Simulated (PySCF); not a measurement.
# VN3H6S (VS(NH2)3): levels of theory compared

Wanted: a comparison of 3 runs (B3LYP/6-31G*, PBE0/def2-SVP, r2SCAN/cc-pVDZ) of VN3H6S (VS(NH2)3). 

Program for the calculation: PySCF 2.14.0.

## 1. Starting point

VN3H6S: 11 atoms, total charge 0, spin state singlet. As SMILES, `[NH2][V]([NH2])([NH2])=[S]`. Geometry: a GFN2-xTB relaxation, a rough one for these elements and not checked as a minimum. This is one conformer, not always the lowest.

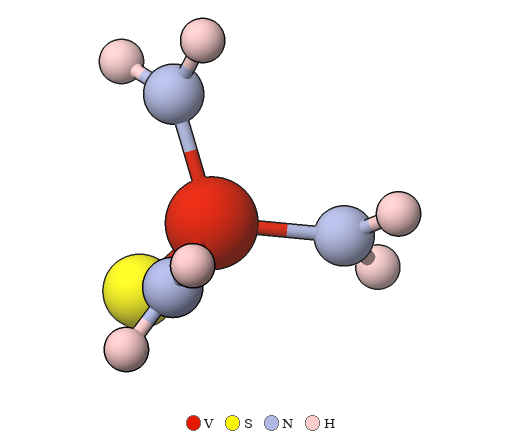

The structure, seen from a chosen angle (vanadium red, sulfur yellow, nitrogen light blue, hydrogen pink).

## 2. Energy and gradient at B3LYP/6-31G(d) (spherical functions) (run 1)

The input, input.py:

```python
# VS(NH2)3
from pyscf import gto, dft

system = gto.M(
    atom='''
V      0.003439    -0.001776     0.646967
S      0.029914     0.001776     4.483356
N      3.184453    -0.050569    -0.361146
H      3.734987     0.081126    -2.198602
H      4.733140    -0.167921     0.770026
N     -1.552297     2.784304    -0.329077
H     -2.193689     4.185101     0.819064
H     -1.971532     3.204938    -2.157727
N     -1.640056    -2.736664    -0.329908
H     -1.816518    -3.294001    -2.161431
H     -2.511862    -4.006333     0.818497
''',
    verbose=4,
    basis='6-31g*',
    max_memory=1860,
    charge=0,
    unit='bohr',
)

myscf = dft.RKS(system, xc='b3lyp')
myscf.grids.level = 5
myscf.conv_tol = 1e-10
myscf.kernel()
if not myscf.converged:
    myscf = myscf.newton().run(myscf.mo_coeff, myscf.mo_occ)

e_tot = myscf.e_tot
print('Final energy', e_tot)
grad = myscf.nuc_grad_method().kernel()
myscf.analyze()
```

The run is started by

```sh
$ OMP_NUM_THREADS=1 python input.py
```

Output:

```text
PySCF version 2.14.0

[... 90 lines left out ...]
Final energy -1510.0752917756781
[... 28 lines left out ...]
MO #8   energy= -14.3076142198753  occ= 2
[... 13 lines left out ...]
MO #22  energy= -0.489345520870671 occ= 2
[... 13 lines left out ...]
MO #36  energy= -0.0426121594407509 occ= 0
[... 13 lines left out ...]
MO #50  energy= 0.341591443462491  occ= 0
[... 13 lines left out ...]
MO #64  energy= 0.813848229425174  occ= 0
[... 13 lines left out ...]
MO #78  energy= 1.25885314392319   occ= 0
[... 13 lines left out ...]
MO #92  energy= 1.89686496235053   occ= 0
[... 13 lines left out ...]
MO #106 energy= 2.66700812918266   occ= 0
[... 120 lines left out ...]
Dipole moment(X, Y, Z, Debye): -0.02919,  0.00067, -4.35920
```

It took 81 s on 1 thread of Intel Xeon at 2.70GHz, shared host; peak memory 1.1 GiB.

## 3. Energy and forces at PBE0/def2-SVP (run 2)

The input, input.xyz:

```xyz
11
H6N3SV
V      0.001820    -0.000940     0.342360
S      0.015830     0.000940     2.372490
N      1.685140    -0.026760    -0.191110
H      1.976470     0.042930    -1.163450
H      2.504670    -0.088860     0.407480
N     -0.821440     1.473390    -0.174140
H     -1.160850     2.214660     0.433430
H     -1.043290     1.695980    -1.141820
N     -0.867880    -1.448180    -0.174580
H     -0.961260    -1.743110    -1.143780
H     -1.329220    -2.120060     0.433130
```

The input, input.py:

```python
# VS(NH2)3
import pyscf.grad
from pyscf import gto, dft

system = gto.Mole()
system.atom = 'input.xyz'
system.max_memory = 1860
system.spin = 0
system.verbose = 4
system.basis = 'def2-svp'
system.build()

mf = dft.RKS(system, xc='pbe0')
mf.conv_tol = 1e-10
mf.grids.level = 5
mf.kernel()
if not mf.converged:
    mf = mf.newton().run(mf.mo_coeff, mf.mo_occ)

etot = mf.e_tot
print('Final energy', etot)
grad = mf.Gradients().kernel()
mf.analyze()
```

The run is started by

```sh
$ OMP_NUM_THREADS=1 python input.py
```

Output:

```text
PySCF version 2.14.0

[... 84 lines left out ...]
converged SCF energy = -1509.22896992858
[... 30 lines left out ...]
MO #9   energy= -14.3650805452916  occ= 2
[... 15 lines left out ...]
MO #25  energy= -0.407767914925145 occ= 2
[... 15 lines left out ...]
MO #41  energy= 0.103702041522557  occ= 0
[... 15 lines left out ...]
MO #57  energy= 0.664147953661555  occ= 0
[... 15 lines left out ...]
MO #73  energy= 1.04116596483773   occ= 0
[... 15 lines left out ...]
MO #89  energy= 1.70823073622684   occ= 0
[... 15 lines left out ...]
MO #105 energy= 2.4196578090527    occ= 0
[... 15 lines left out ...]
MO #121 energy= 3.40377561159964   occ= 0
[... 135 lines left out ...]
Dipole moment(X, Y, Z, Debye): -0.02642,  0.00026, -3.91125
```

Wall time 80 s (1 thread of Intel Xeon at 2.70GHz, shared host); peak memory 1.3 GiB.

## 4. Energy and gradient at r2SCAN/cc-pVDZ (run 3)

The input, job.py:

```python
import pyscf.grad
from pyscf import gto, dft

mol = gto.Mole()
mol.atom = '''
V        0.001820      -0.000940       0.342360
S        0.015830       0.000940       2.372490
N        1.685140      -0.026760      -0.191110
H        1.976470       0.042930      -1.163450
H        2.504670      -0.088860       0.407480
N       -0.821440       1.473390      -0.174140
H       -1.160850       2.214660       0.433430
H       -1.043290       1.695980      -1.141820
N       -0.867880      -1.448180      -0.174580
H       -0.961260      -1.743110      -1.143780
H       -1.329220      -2.120060       0.433130
'''
mol.basis = 'cc-pvdz'
mol.max_memory = 1860
mol.verbose = 4
mol.build()

ks = dft.RKS(mol, xc='r2scan')
ks.grids.level = 5
ks.conv_tol = 1e-10
ks.kernel()
if not ks.converged:
    ks = ks.newton().run(ks.mo_coeff, ks.mo_occ)

e_final = ks.e_tot
print('E(%s) = %.9f' % ('R2SCAN', e_final))
grad = ks.Gradients().kernel()
ks.analyze()
```

The run is started by

```sh
$ OMP_NUM_THREADS=1 python job.py
```

Output:

```text
PySCF version 2.14.0

[... 109 lines left out ...]
One-electron Energy =                -2882.876418127471879
[... 18 lines left out ...]
MO #14  energy= -2.5931120925808   occ= 2
[... 16 lines left out ...]
MO #31  energy= -0.230563816739376 occ= 2
[... 16 lines left out ...]
MO #48  energy= 0.164612403197406  occ= 0
[... 16 lines left out ...]
MO #65  energy= 0.631622119356829  occ= 0
[... 16 lines left out ...]
MO #82  energy= 1.05227555885144   occ= 0
[... 16 lines left out ...]
MO #99  energy= 1.57697908226219   occ= 0
[... 16 lines left out ...]
MO #116 energy= 2.29027000022357   occ= 0
[... 16 lines left out ...]
MO #133 energy= 3.2299633049579    occ= 0
[... 147 lines left out ...]
Dipole moment(X, Y, Z, Debye): -0.02730,  0.00013, -4.02713
```

Wall time 3.2 min (1 thread of Intel Xeon at 2.70GHz, shared host); peak memory 1.4 GiB.

## 5. The series

```csv
run,level,energy (Eh),dipole moment (D),HOMO energy (eV),LUMO energy (eV),wall time
1,B3LYP/6-31G* (spherical functions),-1510.075292,4.36,-6.10,-1.81,81 s
2,PBE0/def2-SVP,-1509.228970,3.91,-6.33,-1.55,80 s
3,r2SCAN/cc-pVDZ,-1510.074139,4.03,-5.46,-2.57,3.2 min
```

## 6. Outcome

| quantity | value |
| --- | --- |
| run 3: total energy | -1510.07414 Eh |
| run 3: dipole moment | 4.03 D |
| run 3: HOMO energy | -5.46 eV |
| run 3: LUMO energy | -2.57 eV |
| run 3: HOMO–LUMO gap | 2.89 eV |
| run 3: largest force on an atom | 2.730 eV/Å |

The dipole moment (its size) runs from 3.91 D (PBE0/def2-SVP) to 4.36 D (B3LYP/6-31G*). The two ends differ in method and basis. The HOMO–LUMO gap runs from 2.89 eV (r2SCAN/cc-pVDZ) to 4.78 eV (PBE0/def2-SVP). Totals of different functionals can't be ranked against each other. All runs together took 5.9 min, the longest 3.2 min.
